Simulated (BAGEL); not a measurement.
# AlH2BrO2 (SMILES [OH][Al]([OH])[Br]): HF/3-21G (density fitting with qzvpp-jkfit)

Aim: the vertical singlet–triplet gap of AlH2BrO2 at HF/3-21G (density fitting with qzvpp-jkfit), from 2 runs. 

The results are computed with BAGEL 1.2.2.

7 further runs of the same task are left out: 2 for a known fault of the program, 5 that didn't finish. Runs told in other sessions of the task aren't counted.

## 1. The system as given

AlH2BrO2: 6 atoms, total charge 0, spin state singlet. SMILES: `[OH][Al]([OH])[Br]`. The shape is that of a PBE0-D4/def2-TZVP optimisation. This is one conformer, not always the lowest.

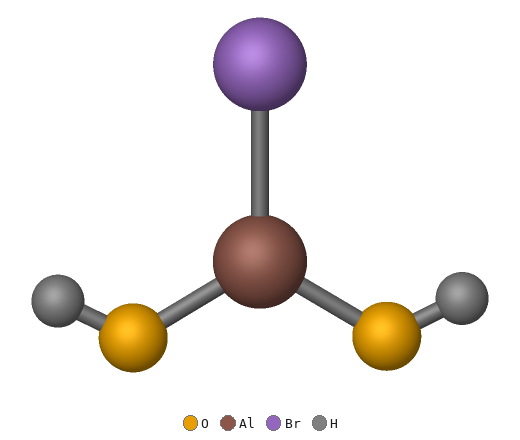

The structure, seen from a chosen angle (oxygen amber, aluminium brown, bromine purple, hydrogen grey).

## 2. The energy at HF/3-21G (density fitting with qzvpp-jkfit)

job.json

```json
{ "bagel": [

{
  "title": "molecule",
  "basis": "3-21g",
  "df_basis": "qzvpp-jkfit",
  "angstrom": true,
  "geometry": [
    { "atom": "O", "xyz": [   -0.080200,    1.421100,   -0.824900 ] },
    { "atom": "Al", "xyz": [   -0.029700,   -0.053500,   -0.021600 ] },
    { "atom": "O", "xyz": [    1.110100,   -0.254800,    1.196000 ] },
    { "atom": "Br", "xyz": [   -1.450800,   -1.714400,   -0.562000 ] },
    { "atom": "H", "xyz": [   -0.702100,    1.604000,   -1.526900 ] },
    { "atom": "H", "xyz": [    1.194600,   -1.066400,    1.693300 ] }
  ]
},
{ "title": "hf" },
{ "title": "print", "file": "orbitals.molden", "orbitals": true }

]}
```

Started as:

```bash
$ BAGEL_NUM_THREADS=1 BAGEL job.json > job.out
```

Output:

```text
* using 1 threads per process

  ===============================================================
  ===============================================================

  *** Geometry ***

  { "atom" : "O", "xyz" : [     -0.151556,      2.685490,     -1.558835 ] },
  { "atom" : "Al", "xyz" : [     -0.056125,     -0.101100,     -0.040818 ] },
  { "atom" : "O", "xyz" : [      2.097785,     -0.481502,      2.260112 ] },
  { "atom" : "Br", "xyz" : [     -2.741615,     -3.239746,     -1.062026 ] },
  { "atom" : "H", "xyz" : [     -1.326777,      3.031121,     -2.885423 ] },
  { "atom" : "H", "xyz" : [      2.257467,     -2.015204,      3.199873 ] },

  Number of auxiliary basis functions:      584

  Since a DF basis is specified, we compute 2- and 3-index integrals:
    o Being stored without compression. Storage requirement is 0.015 GB

  Number of basis functions:       57
  Number of electrons      :       66

    * METHOD: MOLECULE                             0.23

  *** RHF ***

  === Nuclear Repulsion ===
   298.1296355211

      * DIIS with orbital gradients will be used.

  === RHF iteration (3-21g) ===
      0      -2950.65398328          0.03067345           0.07
      1      -2950.79808601          0.01871351           0.06
      2      -2950.87005979          0.00098336           0.06
      3      -2950.87050933          0.00014922           0.06
      4      -2950.87052879          0.00004663           0.06
      5      -2950.87053040          0.00000995           0.06
      6      -2950.87053047          0.00000210           0.06
      7      -2950.87053048          0.00000060           0.06
      8      -2950.87053048          0.00000024           0.06
      9      -2950.87053048          0.00000007           0.06
     10      -2950.87053048          0.00000001           0.06
     11      -2950.87053048          0.00000000           0.06
    * SCF iteration converged.

    * Permanent dipole moment:
           (    0.267890,     0.313799,     0.102232) a.u.

    * METHOD: HF                                   0.91

    * METHOD: PRINT                                0.01

  ===============================================================
```

It took 1.3 s on 1 thread of Arm Neoverse V2, shared host; peak memory 0.11 GiB.

## 3. The triplet at the same level

input.json

```json
{ "bagel" : [

{
  "title" : "molecule",
  "basis" : "3-21g",
  "df_basis" : "qzvpp-jkfit",
  "angstrom" : "true",
  "geometry" : [
    { "atom" : "O", "xyz" : [   -0.080200,    1.421100,   -0.824900 ] },
    { "atom" : "Al", "xyz" : [   -0.029700,   -0.053500,   -0.021600 ] },
    { "atom" : "O", "xyz" : [    1.110100,   -0.254800,    1.196000 ] },
    { "atom" : "Br", "xyz" : [   -1.450800,   -1.714400,   -0.562000 ] },
    { "atom" : "H", "xyz" : [   -0.702100,    1.604000,   -1.526900 ] },
    { "atom" : "H", "xyz" : [    1.194600,   -1.066400,    1.693300 ] }
  ]
},
{ "title" : "uhf", "charge" : 0, "nopen" : 2 },
{ "title" : "print", "file" : "orbitals.molden", "orbitals" : "true" }

]}
```

Started as:

```bash
$ BAGEL_NUM_THREADS=1 BAGEL input.json > input.out
```

Output:

```text
* using 1 threads per process

  ===============================================================
  ===============================================================

  *** Geometry ***

  { "atom" : "O", "xyz" : [     -0.151556,      2.685490,     -1.558835 ] },
  { "atom" : "Al", "xyz" : [     -0.056125,     -0.101100,     -0.040818 ] },
  { "atom" : "O", "xyz" : [      2.097785,     -0.481502,      2.260112 ] },
  { "atom" : "Br", "xyz" : [     -2.741615,     -3.239746,     -1.062026 ] },
  { "atom" : "H", "xyz" : [     -1.326777,      3.031121,     -2.885423 ] },
  { "atom" : "H", "xyz" : [      2.257467,     -2.015204,      3.199873 ] },

  Number of auxiliary basis functions:      584

  Since a DF basis is specified, we compute 2- and 3-index integrals:
    o Being stored without compression. Storage requirement is 0.015 GB

  Number of basis functions:       57
  Number of electrons      :       66

    * METHOD: MOLECULE                             0.23

  *** Open-shell HF ***

  === Nuclear Repulsion ===
   298.1296355211

      * DIIS with orbital gradients will be used.

  === UHF iteration (3-21g) ===
      0      -2950.30739464          0.06654310           0.13
      1      -2950.42851885          0.05342350           0.12
      2      -2950.52264903          0.04041071           0.12
      3      -2950.61267574          0.00314073           0.12
      4      -2950.61660087          0.00112553           0.12
      5      -2950.61794036          0.00042457           0.12
      6      -2950.61814438          0.00012700           0.12
      7      -2950.61816567          0.00006187           0.12
      8      -2950.61816999          0.00001278           0.12
      9      -2950.61817031          0.00000625           0.12
     10      -2950.61817040          0.00000138           0.12
     11      -2950.61817042          0.00000066           0.12
     12      -2950.61817042          0.00000036           0.13
     13      -2950.61817042          0.00000019           0.12
     14      -2950.61817042          0.00000011           0.12
     15      -2950.61817042          0.00000006           0.12
     16      -2950.61817042          0.00000005           0.12
     17      -2950.61817042          0.00000003           0.12
     18      -2950.61817042          0.00000002           0.12
     19      -2950.61817042          0.00000002           0.12
     20      -2950.61817042          0.00000001           0.12
    * SCF iteration converged.

    * S^2 (UHF) is 2.0071

    * Permanent dipole moment:
           (    1.563925,     1.827195,     0.594040) a.u.

    * METHOD: UHF                                  2.76

    * METHOD: PRINT                                0.01

  ===============================================================
```

Run time: 3.3 s. Hardware: 1 thread of Arm Neoverse V2, shared host; peak memory 0.11 GiB.

## 4. Outcome

At HF/3-21G (density fitting with qzvpp-jkfit):

| quantity | value |
| --- | --- |
| singlet: total energy | -2950.87053 Eh |
| singlet: dipole moment | 1.08 D |
| singlet: HOMO energy | -11.56 eV |
| singlet: LUMO energy | 2.59 eV |
| singlet: HOMO–LUMO gap | 14.15 eV |
| triplet: total energy | -2950.61817 Eh |
| triplet: dipole moment | 6.30 D |
| triplet: ⟨S²⟩ | 2.007 |
| vertical energy of the triplet above the singlet | 6.867 eV |

**Reading.** At this shape the triplet lies 6.87 eV (663 kJ/mol) above the singlet.
